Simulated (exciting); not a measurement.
## Electron–core-hole interaction in the O K spectrum of RbLuO2

Wanted: the near-edge spectrum and the bound core excitons at the O K edge of RbLuO2.

Main program and level: exciting sodium; X-ray absorption, core-level Bethe-Salpeter equation, exchange and statically screened direct term, Tamm-Dancoff, all-electron LAPW+lo LDA.

## 1. The structure

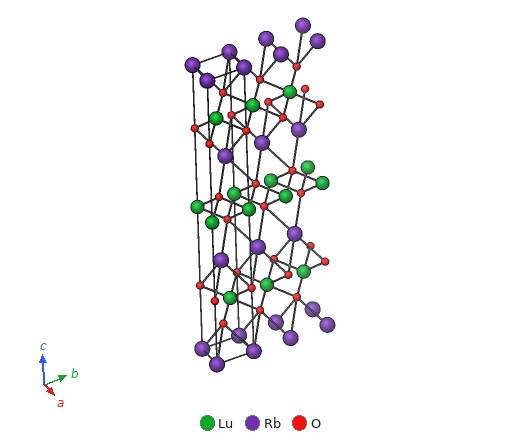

The starting structure, seen slightly off an axis (lutetium green, rubidium purple, oxygen red). 1×3×1 cells are drawn. This picture shows the conventional cell, with its axes. Bonds to atoms that aren't drawn are left out. Some periodic images of atoms are drawn too.

As a file:

```
Lu Rb O
1.0
     1.70000    0.98150    6.38333
    -1.70000    0.98150    6.38333
     0.00000   -1.96299    6.38333
Lu Rb O
1 1 2
Cartesian
  0.0000 0.0000 9.5750
  0.0000 0.0000 0.0000
  0.0000 0.0000 14.8795
  0.0000 0.0000 4.2704
```

Differences between curves are given as r.m.s. difference over r.m.s. height.

## 2. Ground state

The species files are the program's own, with muffin-tin radii set in the input.

input.xml

```
<input>
  <title>RbLuO2</title>
  <structure speciespath="." autormt="false" epslat="1.0e-5">
    <crystal>
      <basevect>3.2125344113 1.8547576071 12.0627517599</basevect>
      <basevect>-3.2125344113 1.8547576071 12.0627517599</basevect>
      <basevect>0.0000000000 -3.7095152142 12.0627517599</basevect>
    </crystal>
    <species speciesfile="Lu.xml" rmt="2.240">
      <atom coord="0.5000000000 0.5000000000 0.5000000000"/>
    </species>
    <species speciesfile="Rb.xml" rmt="2.464">
      <atom coord="0.0000000000 0.0000000000 0.0000000000"/>
    </species>
    <species speciesfile="O.xml" rmt="1.866">
      <atom coord="0.7770000000 0.7770000000 0.7770000000"/>
      <atom coord="0.2230000000 0.2230000000 0.2230000000"/>
    </species>
  </structure>
  <groundstate do="fromscratch" xctype="LDA_PW" ngridk="4 4 4" rgkmax="7" gmaxvr="14" nempty="8" swidth="0.001" maxscl="100" epsengy="1e-5"/>
</input>
```

Launch:

```bash
$ OMP_NUM_THREADS=1 mpirun -n 2 exciting
```

Numbers of over 12 decimals in the logs are rounded to 6 here.

Output:

```text
EXCITING SODIUM started
********************************************************************************
* Ground-state run starting from atomic densities                              *
********************************************************************************
+ Starting initialization                                                      +
[... lattice and species ...]
 Spin treatment                             :    spin-unpolarised
 Number of Bravais lattice symmetries       :      12
[...]
+ Self-consistent loop stopped                                                 +
 STATE.OUT is written
********************************************************************************
* Groundstate module stopped                                                   *
********************************************************************************
 Total time spent (seconds)                 :        48.55
- CAUTION! Warnings have been written in file WARNING.OUT !                    -
| EXCITING SODIUM stopped                                                      =
[key lines of the parts left out:]
Total energy                               :    -17700.14229825
Fermi energy                               :         0.24742621
```

Elapsed: 50 s, on 2 MPI ranks of Arm Neoverse V2, shared host.

The warnings file holds hints only, no warning.

The mesh shows a gap of 3.08 eV. Core levels (Dirac, from the valence top):

```csv
atom,level,energy (eV)
O,1s1/2,-499.7
```

## 3. A richer basis for the empty states

Each species file gets more local orbitals, built from u and its energy derivative at 0.15 Ha and u at 0.9 Ha.

input.xml is that of step 2.

SPECIES.xml, added lines

```
<lo l="L">  <!-- L = 0, 1, 2, and 3 from Cs on -->
  <wf matchingOrder="0" trialEnergy="0.1500" searchE="false"/>
  <wf matchingOrder="1" trialEnergy="0.1500" searchE="false"/>
  <wf matchingOrder="0" trialEnergy="0.9000" searchE="false"/>
</lo>
```

Launch:

```bash
$ OMP_NUM_THREADS=1 mpirun -n 2 exciting
```

Output:

```text
EXCITING SODIUM started
********************************************************************************
* Ground-state run starting from atomic densities                              *
********************************************************************************
+ Starting initialization                                                      +
[... lattice and species ...]
 Spin treatment                             :    spin-unpolarised
 Number of Bravais lattice symmetries       :      12
[...]
+ Self-consistent loop stopped                                                 +
 STATE.OUT is written
********************************************************************************
* Groundstate module stopped                                                   *
********************************************************************************
 Total time spent (seconds)                 :       125.63
- CAUTION! Warnings have been written in file WARNING.OUT !                    -
| EXCITING SODIUM stopped                                                      =
[key lines of the parts left out:]
Total energy                               :    -17700.14381539
Fermi energy                               :         0.24768492
```

Run time: 2.1 min. Hardware: 2 MPI ranks.

Against the first ground state the total energy moves by -10 meV an atom and the gap by -0.01 eV.

## 4. Screening, kernels and BSE for O atom 3

The absorber has 3 Lu at 2.24 Å (pyramidal, site symmetry 3m).

input.xml: that of step 3 with these lines changed.

```diff
@@ -19,3 +19,20 @@
   </structure>
-  <groundstate do="fromscratch" xctype="LDA_PW" ngridk="4 4 4" rgkmax="7" gmaxvr="14" nempty="8" swidth="0.001" maxscl="100" epsengy="1e-5"/>
+  <groundstate do="skip" xctype="LDA_PW" ngridk="4 4 4" rgkmax="7" gmaxvr="14" nempty="8" swidth="0.001" maxscl="100" epsengy="1e-5"/>
+  <xs xstype="BSE" ngridk="3 3 3" ngridq="3 3 3" vkloff="0.097 0.273 0.493" rgkmax="7" nempty="38" gqmax="3" lmaxapwwf="5" lmaxemat="2" broad="0.01654" tevout="true">
+    <energywindow intv="18.036 19.652" points="439"/>
+    <screening screentype="full" nempty="58"/>
+    <BSE xas="true" xasspecies="3" xasatom="1" xasedge="K" bsetype="singlet" nstlxas="1 34"/>
+    <qpointset>
+      <qpoint>0 0 0</qpoint>
+    </qpointset>
+    <plan>
+      <doonly task="xsgeneigvec"/>
+      <doonly task="writepmatxs"/>
+      <doonly task="scrgeneigvec"/>
+      <doonly task="scrwritepmat"/>
+      <doonly task="screen"/>
+      <doonly task="scrcoulint"/>
+      <doonly task="exccoulint"/>
+    </plan>
+  </xs>
 </input>
```

input.xml for the last start (plan only)

```
  <plan>
    <doonly task="bse"/>
  </plan>
```

Launch:

```bash
$ OMP_NUM_THREADS=1 mpirun -n 2 exciting
$ OMP_NUM_THREADS=2 exciting
```

Output:

```text
| EXCITING SODIUM started for task xsgeneigvec ( 301)                          =
One-shot GS runs for BSE calculations
One-shot GS runs for k+qmt/2 grids
Info(xsgeneigvec): Generating eigenvectors for Q-point      1
Info(xsgeneigvec): Generation of eigenvectors finished
| EXCITING SODIUM started for task writepmatxs ( 320)                          =
Info(writepmatxs): Momentum matrix elements finished
| EXCITING SODIUM started for task scrgeneigvec ( 401)                         =
One-shot GS runs for BSE calculations
One-shot GS runs for k+qmt/2 grids
[...]
Info(setup_bse_block): Setting up RR part of hamiltonian
Info(setup_bse_block): Singlet spin state
Info(bse): Diagonalizing RR Hamiltonian (TDA)
Info(bse): Invoking Lapack routine ZHEEVR
      1836 eigen solutions found in the interval:
         i1=       1 i2=    1836
Info(bse): Writing excition energies and oscillator strengths to text file.
Info(makespectrum_dist): Making spectrum using formula for coupling with time reversed AR basis.
Info(makespectrum_dist): Using formalism for vanishing momentum transfer.
Info(writederived): Writing quantities derived from the macroscopic dielectric function.
Info(bselauncher): Spectrum finished for iqmt=  1
Info(bselauncher): All done for BSE type singlet
```

Elapsed: 20 min, on 2 MPI ranks.

Wall time by task: xsgeneigvec 12 s, writepmatxs 6.3 s, scrgeneigvec 7.6 s, scrwritepmat 3.8 s, screen 4.8 min, scrcoulint 9.5 min, exccoulint 5.2 min, bse 6.7 s.

The O K spectrum of O atom 3 (energy from the Kohn–Sham onset, core level to the lowest empty state found on the meshes used, 502.77 eV; the ground-state mesh sets it, and the shifted mesh has its lowest transition 0.23 eV above it; Im ε scaled to the maximum of the singlet run; cut below the end of the band set):

```csv
E (eV),isotropic,ε ⊥ c,ε ∥ c
-5.0,0.02,0.02,0.02
-4.0,0.03,0.02,0.03
-3.0,0.04,0.04,0.04
-2.0,0.08,0.07,0.09
-1.0,0.26,0.20,0.37
0.0,0.72,0.71,0.74
1.0,0.99,1.15,0.66
2.0,0.55,0.53,0.60
3.0,0.49,0.37,0.73
4.0,0.40,0.36,0.46
5.0,0.54,0.59,0.43
6.0,0.72,0.77,0.63
7.0,0.44,0.51,0.30
8.0,0.32,0.34,0.28
9.0,0.27,0.28,0.23
10.0,0.19,0.20,0.18
11.0,0.13,0.11,0.18
12.0,0.19,0.14,0.28
13.0,0.20,0.18,0.23
14.0,0.19,0.19,0.18
15.0,0.14,0.13,0.16
16.0,0.18,0.18,0.17
17.0,0.17,0.16,0.20
18.0,0.15,0.14,0.17
19.0,0.14,0.14,0.14
20.0,0.12,0.12,0.13
21.0,0.15,0.17,0.13
22.0,0.17,0.20,0.13
23.0,0.22,0.26,0.15
24.0,0.24,0.27,0.17
```

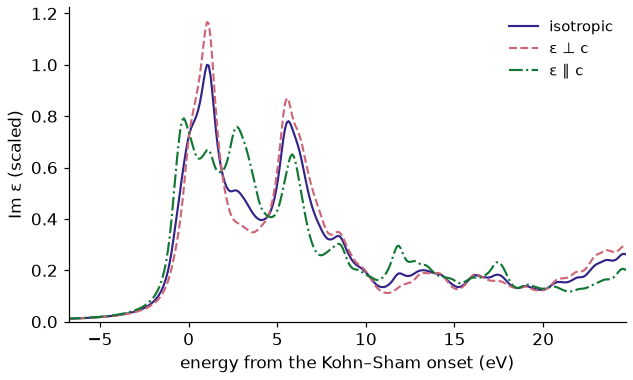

The O K edge of O atom 3.

Maxima (height): 1.0 eV (1.00), 5.6 eV (0.78), 8.4 eV (0.33), 13.3 eV (0.20) and 17.5 eV (0.18).

The Hamiltonian has 1836 rows. The lowest groups of eigenvalues and the brightest ones, on the scale above (the program counts from the shifted mesh's onset, 0.23 eV higher). Core spinors bring spin-forbidden partners, so dark means forbidden by spin or by symmetry, and the shifted mesh splits states that symmetry would keep together:

```csv
energy (eV),states within 10 meV,relative strength
-0.743,2,0.48
-0.628,2,0.23
-0.357,1,dark
-0.343,1,1.00
-0.139,2,0.31
-0.075,2,0.28
0.007,2,0.56
0.093,2,0.65
1.055,2,0.64
1.095,2,0.54
1.145,2,0.78
5.577,2,0.68
```

## 5. Independent particles

input.xml: that of step 4 with these lines changed.

```diff
@@ -23,3 +23,3 @@
     <screening screentype="full" nempty="58"/>
-    <BSE xas="true" xasspecies="3" xasatom="1" xasedge="K" bsetype="singlet" nstlxas="1 34"/>
+    <BSE xas="true" xasspecies="3" xasatom="1" xasedge="K" bsetype="IP" nstlxas="1 34"/>
     <qpointset>
@@ -28,9 +28,3 @@
     <plan>
-      <doonly task="xsgeneigvec"/>
-      <doonly task="writepmatxs"/>
-      <doonly task="scrgeneigvec"/>
-      <doonly task="scrwritepmat"/>
-      <doonly task="screen"/>
-      <doonly task="scrcoulint"/>
-      <doonly task="exccoulint"/>
+      <doonly task="bse"/>
     </plan>
```

Launch:

```bash
$ OMP_NUM_THREADS=2 exciting
```

Output:

```text
| EXCITING SODIUM started for task bse ( 445)                                  =
Info(bselauncher): Init time:    2.117461
Info(bselauncher): Setting up and diagonalizing BSE Hamiltonian.
Info(bselauncher): Using momentum transfer vectors from list :   1 to  1
Info(bselauncher): Distributing qmt-points over   1 processes.
Info(bselauncher): BSE type: IP
Info(bselauncher): Momentum transfer list index: iqmt=  1
Info(bselauncher): Momentum transfer: vqmtl=   0.000   0.000   0.000
Info(bse): Inspecting occupations...
Info(setranges_modxs): Number of non-reduced k-points:       27
[...]
highest unoccupied state:  57
  Opening gap with a scissor of:      0.000/H      0.000/eV
Info(select_transitions): Number of participating transitions:    1836
Info(bse): Selecting transitions...
Info(bse):bsegap (eV):   502.998013
Info(bse): IP requested, nothing much to do
Info(bse): Writing excition energies and oscillator strengths to text file.
Info(makespectrum_dist): Making spectrum using formula for coupling with time reversed AR basis.
Info(makespectrum_dist): Using formalism for vanishing momentum transfer.
Info(writederived): Writing quantities derived from the macroscopic dielectric function.
Info(bselauncher): Spectrum finished for iqmt=  1
Info(bselauncher): All done for BSE type IP
```

Wall time 3 s (2 threads).

Maxima (height): 3.1 eV (0.57), 8.5 eV (0.77), 14.5 eV (0.27) and 18.5 eV (0.25). The spectrum differs from the singlet run by 70 % r.m.s. Moving the earlier curve by +2.8 eV leaves 31 %. The highest maximum lies at 8.5 eV (0.77), against 1.0 eV (1.00).

## 6. Exchange alone

input.xml: that of step 5 with these lines changed.

```diff
@@ -23,3 +23,3 @@
     <screening screentype="full" nempty="58"/>
-    <BSE xas="true" xasspecies="3" xasatom="1" xasedge="K" bsetype="IP" nstlxas="1 34"/>
+    <BSE xas="true" xasspecies="3" xasatom="1" xasedge="K" bsetype="RPA" nstlxas="1 34"/>
     <qpointset>
```

Launch:

```bash
$ OMP_NUM_THREADS=2 exciting
```

Output:

```text
| EXCITING SODIUM started for task bse ( 445)                                  =
Info(bselauncher): Init time:    2.139916
Info(bselauncher): Setting up and diagonalizing BSE Hamiltonian.
Info(bselauncher): Using momentum transfer vectors from list :   1 to  1
Info(bselauncher): Distributing qmt-points over   1 processes.
Info(bselauncher): BSE type: RPA
Info(bselauncher): Momentum transfer list index: iqmt=  1
Info(bselauncher): Momentum transfer: vqmtl=   0.000   0.000   0.000
Info(bse): Inspecting occupations...
Info(setranges_modxs): Number of non-reduced k-points:       27
[...]
Info(setup_bse_block): Setting up RR part of hamiltonian
Info(setup_bse_block): Using RPA approximation
Info(bse): Diagonalizing RR Hamiltonian (TDA)
Info(bse): Invoking Lapack routine ZHEEVR
      1836 eigen solutions found in the interval:
         i1=       1 i2=    1836
Info(bse): Writing excition energies and oscillator strengths to text file.
Info(makespectrum_dist): Making spectrum using formula for coupling with time reversed AR basis.
Info(makespectrum_dist): Using formalism for vanishing momentum transfer.
Info(writederived): Writing quantities derived from the macroscopic dielectric function.
Info(bselauncher): Spectrum finished for iqmt=  1
Info(bselauncher): All done for BSE type RPA
```

The job ended after 7.5 s (2 threads).

Maxima (height): 3.2 eV (0.54), 8.6 eV (0.76), 14.5 eV (0.27) and 18.5 eV (0.25). Against the independent-particle run the r.m.s. difference is 3 %.

## 7. Another input

In this try the input is made faulty on purpose, to show what that does.

input.xml: that of step 6 with these lines changed.

```diff
@@ -22,4 +22,4 @@
     <energywindow intv="18.036 19.652" points="439"/>
-    <screening screentype="full" nempty="58"/>
-    <BSE xas="true" xasspecies="3" xasatom="1" xasedge="K" bsetype="RPA" nstlxas="1 34"/>
+    <screening screentype="full" nempty="3"/>
+    <BSE xas="true" xasspecies="3" xasatom="1" xasedge="K" bsetype="singlet" nstlxas="1 34"/>
     <qpointset>
@@ -28,3 +28,6 @@
     <plan>
-      <doonly task="bse"/>
+      <doonly task="scrgeneigvec"/>
+      <doonly task="scrwritepmat"/>
+      <doonly task="screen"/>
+      <doonly task="scrcoulint"/>
     </plan>
```

input.xml for the last start (plan only)

```
  <plan>
    <doonly task="bse"/>
  </plan>
```

Launch:

```bash
$ OMP_NUM_THREADS=1 mpirun -n 2 exciting
$ OMP_NUM_THREADS=2 exciting
```

Output:

```text
| EXCITING SODIUM started for task scrgeneigvec ( 401)                         =
One-shot GS runs for BSE calculations
One-shot GS runs for k+qmt/2 grids
Info(xsgeneigvec): Generating eigenvectors for Q-point      1
Using screening GS parameters.
Info(xsgeneigvec): Generation of eigenvectors finished
| EXCITING SODIUM started for task scrwritepmat ( 420)                         =
Info(writepmatxs): Momentum matrix elements finished
Info(scrwritepmat): Momentum matrix elements for screening finished
| EXCITING SODIUM started for task screen ( 430)                               =
[...]
Info(setup_bse_block): Setting up RR part of hamiltonian
Info(setup_bse_block): Singlet spin state
Info(bse): Diagonalizing RR Hamiltonian (TDA)
Info(bse): Invoking Lapack routine ZHEEVR
      1836 eigen solutions found in the interval:
         i1=       1 i2=    1836
Info(bse): Writing excition energies and oscillator strengths to text file.
Info(makespectrum_dist): Making spectrum using formula for coupling with time reversed AR basis.
Info(makespectrum_dist): Using formalism for vanishing momentum transfer.
Info(writederived): Writing quantities derived from the macroscopic dielectric function.
Info(bselauncher): Spectrum finished for iqmt=  1
Info(bselauncher): All done for BSE type singlet
```

It took 12 min on 2 MPI ranks.

The input has a fault: far too few empty states in the screening. The spectrum differs from the singlet run by 85 % r.m.s. Moving the earlier curve by -1.8 eV leaves 41 %. The highest maximum lies at -1.2 eV (1.65), against 1.0 eV (1.00). The first bright state moves from -0.74 to -1.65 eV. Too few states underscreen, so the attraction is too strong.

```csv
E (eV),first run,this run
-5.0,0.02,0.04
-4.0,0.03,0.07
-3.0,0.04,0.16
-2.0,0.08,0.70
-1.0,0.26,1.61
0.0,0.72,0.84
1.0,0.99,0.48
2.0,0.55,0.40
3.0,0.49,0.36
4.0,0.40,0.50
5.0,0.54,0.52
6.0,0.72,0.30
7.0,0.44,0.21
8.0,0.32,0.21
9.0,0.27,0.14
10.0,0.19,0.11
11.0,0.13,0.13
12.0,0.19,0.14
13.0,0.20,0.16
14.0,0.19,0.13
15.0,0.14,0.12
16.0,0.18,0.14
17.0,0.17,0.14
18.0,0.15,0.11
19.0,0.14,0.11
20.0,0.12,0.12
21.0,0.15,0.14
22.0,0.17,0.16
23.0,0.22,0.19
24.0,0.24,0.19
```

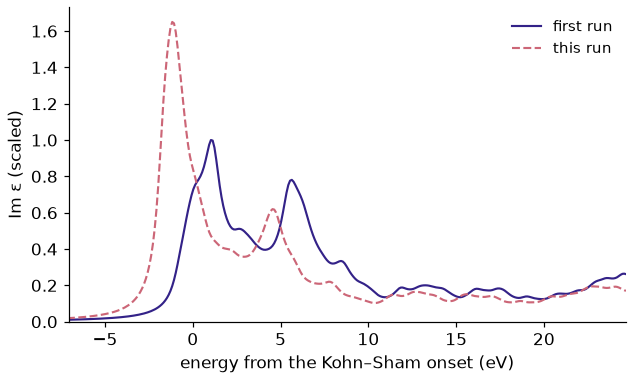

This run beside the first singlet run.

(Continued in part 2 of 2.)

[Banner, clock and machine lines of the logs are left out without a mark of their own.]

[Logs are printed without paths, hosts, clocks, repeated set-up lines and the standing remarks that a program may print on its own settings, such as how far it seeks lower states.]

[Hosts, paths, dates, database ids (printed as entryN), source tags and the programs' standing remarks are cut or masked in the printed files.]
